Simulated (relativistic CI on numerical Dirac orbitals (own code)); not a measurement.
**W⁴⁺: 4f photoemission multiplets**

Aim: the 4f photoemission spectrum of W⁴⁺ in 4 surroundings, from the same atomic integrals.

The numbers are computed with relativistic CI on numerical Dirac orbitals (own code) version 1 (Dirac-Coulomb-Breit CI, KLI orbitals optimised for each configuration, model QED (radiative potential, 1s self-energy scaled to tabulated hydrogen-like ionisation energies), valence Slater integrals scaled by 0.7, multiplet model of photoemission in the sudden approximation), except any that are marked as measured or tabulated.

### Step 1. What is computed

- ion: W⁴⁺ (W V)
- nuclear charge: 74
- electrons: 70
- configurations: [Xe] 4f14 5d2 → [Xe] 4f13 5d2
- temperature: 300 K
- widths: Lorentz 0.25 eV, Gauss 0.5 eV
- surrounding 1: free ion
- surrounding 2: Oh, 10Dq = 8500 cm⁻¹
- surrounding 3: Oh, 10Dq = 23450 cm⁻¹
- surrounding 4: Oh, 10Dq = 38400 cm⁻¹

### Step 2. Surrounding 1: free ion

Settings of the run:

```ini
atom W  Z=74  charge=4  electrons=70
nucleus A=184  rms_radius_fm=5.3658
hamiltonian dirac-coulomb  breit=on  qed=on  c_scale=1
orbitals kli  potential=per-configuration
slater_scale 0.7
correlation none
mixing on
configurations
  [Xe] 4f14 5d2
  [Xe] 4f13 5d2
end
photoemission 4f T=300 lorentz=0.25 gauss=0.5
crystal_field free
```

Main fields of the result record, rounded:

```text
{
  "status": "converged",
  "curve, one point in 2 above 2 % of the maximum [energy, intensity] [eV; 1/eV]": [
    [83.3, 0.0121],
    [83.5, 0.01644],
    [83.7, 0.0242],
    [83.9, 0.0412],
    [84.1, 0.08757],
    [84.3, 0.206],
    [84.5, 0.4034],
    [84.7, 0.5621],
    [84.9, 0.5415],
    [85.1, 0.3608],
    [85.3, 0.1818],
    [85.5, 0.09646],
    [85.7, 0.07387],
    [85.9, 0.07522],
    [86.1, 0.09199],
    [86.3, 0.1262],
    [86.5, 0.1814],
    [86.7, 0.2645],
    [86.9, 0.3212],
    [87.1, 0.272],
    [87.3, 0.1741],
    [87.5, 0.1164],
    [87.7, 0.1005],
    [87.9, 0.09423],
    [88.1, 0.08885],
    [88.3, 0.09166],
    [88.5, 0.08433],
    [88.7, 0.0595],
    [88.9, 0.0357],
    [89.1, 0.02155],
    [89.3, 0.01461]
  ],
  "sticks, the strongest [energy, strength] [eV, share]": [
    [84.6, 0.1691],
    [84.66, 0.05613],
    [84.84, 0.1703],
    [84.96, 0.1379],
    [86, 0.01376],
    [86.36, 0.01493],
    [86.52, 0.01351],
    [86.88, 0.1274],
    [86.96, 0.04382],
    [87, 0.04623],
    [87.36, 0.01317],
    [87.81, 0.03575],
    [88.4, 0.02641],
    [88.44, 0.01978]
  ],
  "centroid [eV]": 85.8862,
  "spread [eV]": 1.29598,
  "peak [eV]": 84.8,
  "ground_S": 0.936751,
  "radial 4f13 5d2 [Ha, bohr]": {"<r^-3>(4f)": 19.881, "<r^1>(4f)": 0.58508, "<r^2>(4f)": 0.42161, "<r^4>(4f)": 0.38631, "<r^6>(4f)": 0.67619, "zeta(4f)": 0.022379, "<r^-3>(5d)": 12.22, "<r^1>(5d)": 1.5474, "<r^2>(5d)": 2.7203, "<r^4>(5d)": 11.45, "F2(5d,5d)": 0.31102, "F4(5d,5d)": 0.20893, "F2(4f,5d)": 0.18507, "F4(4f,5d)": 0.088775, "G1(4f,5d)": 0.067618, "G3(4f,5d)": 0.06158, "G5(4f,5d)": 0.048729, "zeta(5d)": 0.016326}
}
```

It took 0.72 s on 1 thread, shared host.

### Step 3. Surrounding 2: Oh, 10Dq = 8500

Settings: those of step 2 with these lines changed.

```diff
@@ -12,2 +12,2 @@
 photoemission 4f T=300 lorentz=0.25 gauss=0.5
-crystal_field free
+crystal_field Oh 10Dq=8500
```

From the record:

```text
{
  "status": "converged",
  "curve, one point in 3 above 2 % of the maximum [energy, intensity] [eV; 1/eV]": [
    [83.4, 0.01291],
    [83.7, 0.0215],
    [84, 0.04746],
    [84.3, 0.1638],
    [84.6, 0.454],
    [84.9, 0.56],
    [85.2, 0.3232],
    [85.5, 0.1176],
    [85.8, 0.06734],
    [86.1, 0.07664],
    [86.4, 0.1237],
    [86.7, 0.254],
    [87, 0.3414],
    [87.3, 0.2117],
    [87.6, 0.1129],
    [87.9, 0.09343],
    [88.2, 0.08062],
    [88.5, 0.06387],
    [88.8, 0.04576],
    [89.1, 0.02735],
    [89.4, 0.01509]
  ],
  "sticks, the strongest [energy, strength] [eV, share]": [
    [84.67, 0.1246],
    [84.73, 0.1656],
    [84.96, 0.0637],
    [84.97, 0.05619],
    [85, 0.02609],
    [85.07, 0.06303],
    [86.99, 0.04605],
    [87.04, 0.05235]
  ],
  "centroid [eV]": 85.9294,
  "spread [eV]": 1.28392,
  "peak [eV]": 84.8,
  "ground_S": 0.958505
}
```

It took 0.72 s on 1 thread, shared host.

### Step 4. Surrounding 3: Oh, 10Dq = 23450

Settings: those of step 3 with these lines changed.

```diff
@@ -12,2 +12,2 @@
 photoemission 4f T=300 lorentz=0.25 gauss=0.5
-crystal_field Oh 10Dq=8500
+crystal_field Oh 10Dq=23450
```

From the record:

```text
{
  "status": "converged",
  "curve, one point in 3 above 2 % of the maximum [energy, intensity] [eV; 1/eV]": [
    [83.4, 0.01172],
    [83.7, 0.01893],
    [84, 0.0393],
    [84.3, 0.1273],
    [84.6, 0.3692],
    [84.9, 0.539],
    [85.2, 0.4023],
    [85.5, 0.1681],
    [85.8, 0.08435],
    [86.1, 0.08149],
    [86.4, 0.09809],
    [86.7, 0.1939],
    [87, 0.3308],
    [87.3, 0.2871],
    [87.6, 0.1786],
    [87.9, 0.1031],
    [88.2, 0.06348],
    [88.5, 0.04067],
    [88.8, 0.02796],
    [89.1, 0.0213],
    [89.4, 0.01755],
    [89.7, 0.01183]
  ],
  "sticks, the strongest [energy, strength] [eV, share]": [
    [84.69, 0.05932],
    [84.73, 0.05877],
    [84.77, 0.06461],
    [85.04, 0.1027],
    [85.12, 0.04121],
    [86.9, 0.03859],
    [87.08, 0.03178],
    [87.16, 0.03508]
  ],
  "centroid [eV]": 85.994,
  "spread [eV]": 1.27109,
  "peak [eV]": 84.9,
  "ground_S": 0.964406
}
```

Wall time 0.72 s (1 thread, shared host).

### Step 5. Surrounding 4: Oh, 10Dq = 38400

Settings: those of step 4 with these lines changed.

```diff
@@ -12,2 +12,2 @@
 photoemission 4f T=300 lorentz=0.25 gauss=0.5
-crystal_field Oh 10Dq=23450
+crystal_field Oh 10Dq=38400
```

From the record:

```text
{
  "status": "converged",
  "curve, one point in 3 above 2 % of the maximum [energy, intensity] [eV; 1/eV]": [
    [83.4, 0.01128],
    [83.7, 0.01804],
    [84, 0.03681],
    [84.3, 0.1169],
    [84.6, 0.3379],
    [84.9, 0.5108],
    [85.2, 0.4275],
    [85.5, 0.197],
    [85.8, 0.09698],
    [86.1, 0.08622],
    [86.4, 0.09583],
    [86.7, 0.1767],
    [87, 0.3105],
    [87.3, 0.2935],
    [87.6, 0.2047],
    [87.9, 0.1367],
    [88.2, 0.07619],
    [88.5, 0.03583],
    [88.8, 0.01792],
    [89.1, 0.01036]
  ],
  "sticks, the strongest [energy, strength] [eV, share]": [
    [84.69, 0.05508],
    [84.72, 0.04351],
    [84.78, 0.04793],
    [85.07, 0.06331],
    [85.08, 0.06218],
    [86.87, 0.03217],
    [87.12, 0.02845],
    [87.21, 0.03378]
  ],
  "centroid [eV]": 86.0205,
  "spread [eV]": 1.26625,
  "peak [eV]": 85.0,
  "ground_S": 0.967637
}
```

It took 0.72 s on 1 thread, shared host.

### Step 6. The spectra side by side

| surrounding | ground S | centroid (eV) | spread (eV) | up to four highest peaks (% of the highest), eV |
| --- | --- | --- | --- | --- |
| 1: free | 0.94 | 85.89 | 1.30 | 84.8 (100), 86.9 (56), 88.3 (16) |
| 2: Oh | 0.96 | 85.93 | 1.28 | 84.8 (100), 87.0 (60) |
| 3: Oh | 0.96 | 85.99 | 1.27 | 84.9 (100), 87.1 (63) |
| 4: Oh | 0.97 | 86.02 | 1.27 | 85.0 (100), 87.1 (63) |

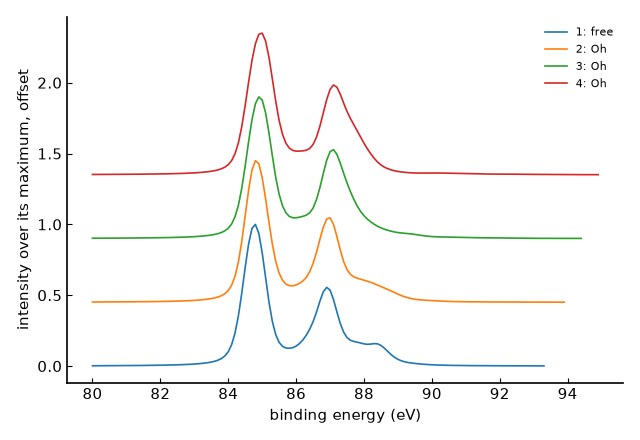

The spectra, each scaled to its maximum and offset.

### Step 7. Summary of results

| quantity | value |
| --- | --- |
| highest peak, first run | 84.8 eV |
| ground spin (effective S from ⟨S²⟩) | 0.94 to 0.97 |

The position of the maximum differs by up to 0.2 eV between the surroundings, by shifts of peaks or by peaks exchanging rank. Energies are those of the free ion without screening by ligands; binding energies in solids differ by tens of eV.
